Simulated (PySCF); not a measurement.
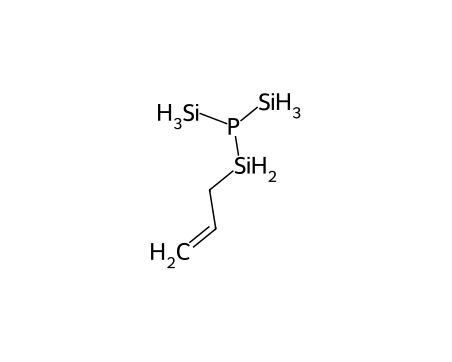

Question: Write the SMILES.

Answer: C=CC[SiH2]P([SiH3])[SiH3]

Question: What is the molecular formula?

Answer: C3H13PSi3.

Question: An optimisation with PBE0-D3(BJ)/def2-SVP gave a structure of which point group?

Answer: C1. Other conformers may differ.

More results for the same structure follow; atom numbers are the same in all pictures, views and colours differ. Computed geometry: PBE0-D3(BJ)/def2-SVP optimisation. No frequency run is at hand to confirm it as a minimum.

### Geometry

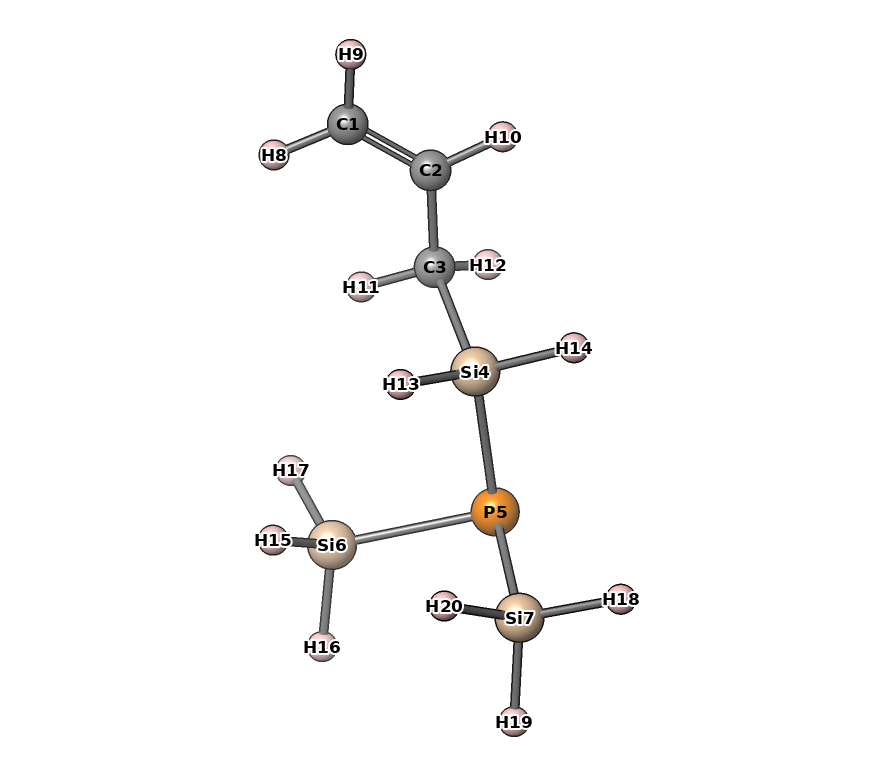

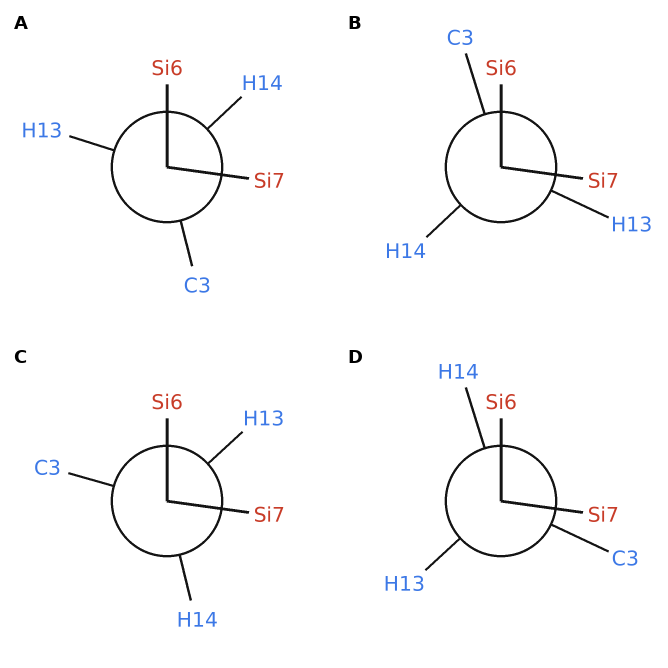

Depth is shown by fading: the farther an atom, the more it takes the colour of the background. Bonds that would overlap in a projection are set slightly apart. No frequency run is at hand to confirm it as a minimum.

Question: Which Newman projection shows the view along P5–Si4, with P5 in front?

Answer: C. The torsion angle Si6–P5–Si4–C3 is −74°, synclinal (gauche).

### Electronic properties

No frequency run is at hand to confirm it as a minimum. Method: PBE0/pcSseg-1, gas phase (PySCF 2.14.0).

Question: Estimate the LUMO energy (Kohn–Sham orbital).

Answer: −0.31 eV.

Question: Estimate the HOMO energy (Kohn–Sham orbital).

Answer: −7.24 eV.

Question: Give the dipole moment at this level.

Answer: 0.75 D.

### Charges

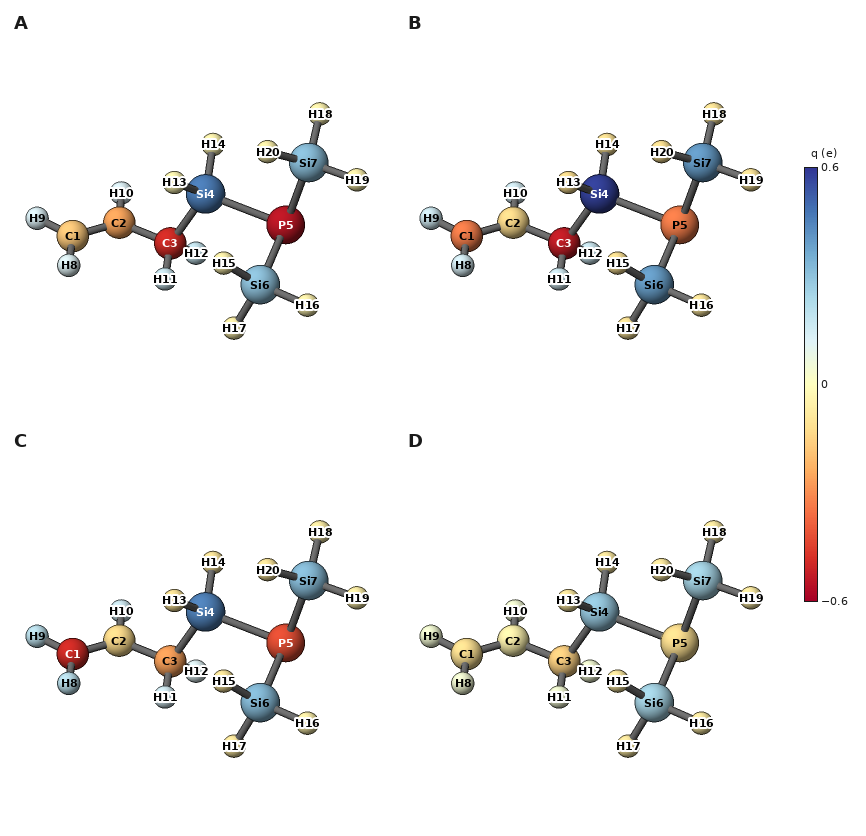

Atomic charges of one calculation by 4 schemes, on one colour scale. No frequency run is at hand to confirm it as a minimum. Method: PBE0/pcSseg-1 (PySCF 2.14.0).

Question: The schemes are ESP-fitted, Hirshfeld, IAO, Mulliken. Which panel shows which?

Answer: A Mulliken, B IAO, C ESP-fitted, D Hirshfeld.

List the charges (e), one line for each set of equivalent atoms.

```csv
atom,Mulliken,IAO,ESP-fitted,Hirshfeld
C1,−0.17,−0.32,−0.49,−0.11
C2,−0.25,−0.12,−0.13,−0.04
C3,−0.48,−0.52,−0.26,−0.15
Si4,0.46,0.57,0.45,0.28
P5,−0.54,−0.33,−0.42,−0.12
Si6,0.30,0.39,0.31,0.24
Si7,0.31,0.39,0.31,0.25
H8,0.11,0.14,0.20,0.04
H9,0.12,0.15,0.20,0.05
H10,0.12,0.14,0.15,0.05
H11,0.16,0.15,0.14,0.04
H12,0.17,0.16,0.12,0.05
H13,−0.02,−0.11,−0.10,−0.08
H14,−0.03,−0.10,−0.09,−0.08
H15,−0.04,−0.11,−0.08,−0.07
H16,−0.04,−0.09,−0.05,−0.07
H17,−0.05,−0.10,−0.08,−0.07
H18,−0.04,−0.09,−0.06,−0.07
H19,−0.04,−0.09,−0.05,−0.07
H20,−0.05,−0.11,−0.09,−0.07
```

### NMR shielding

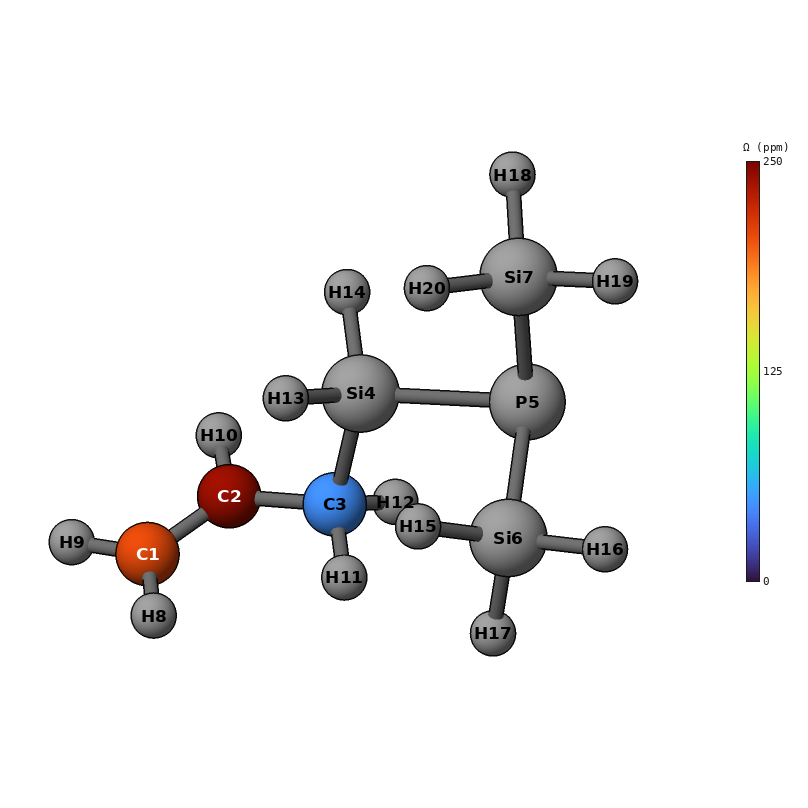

The C atoms are coloured by the span of their shielding tensor. No frequency run is at hand to confirm it as a minimum. Level of theory: GIAO PBE0/pcSseg-1 NMR shielding, non-relativistic, IEF-PCM benzene (PySCF 2.14.0). Principal shieldings σ11 ≤ σ22 ≤ σ33, span Ω = σ33 − σ11, skew κ = 3(σiso − σ22)/Ω.

Question: Which C atom has the most anisotropic shielding?

Answer: C2, with a span of 239 ppm.

Give the shielding tensors of the C atoms.

```csv
atom,σ11,σ22,σ33,σiso,Ω,κ
C1,−51.5,83.7,154.0,62.1,205.5,−0.32
C2,−81.7,48.5,157.4,41.4,239.1,−0.09
C3,141.9,156.0,188.4,162.1,46.5,0.39
```

Shieldings and span in ppm.

Mulliken values depend strongly on the basis set and can even reverse the polarity of a bond.
